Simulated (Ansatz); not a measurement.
Consider ZnS in the zinc blende structure (space group F-43m, No. 216; a = 5.357 Å).

It is then changed as follows: Cd takes the place of Zn on all its sites; the structure is relaxed again.

Computed with PBEsol (Ansatz, a program for electronic structure, PAW, no spin-orbit coupling), earlier PAW set.

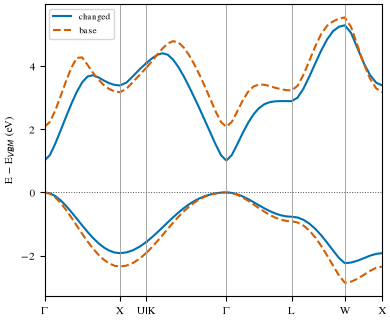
Figure. Highest valence and lowest conduction band along the path, each from its own valence-band maximum

Problem. From the figure, how large is the changed gap, and is it direct?

Solution. About 1.0 eV, direct at Γ.

Stability against distortions was not tested.
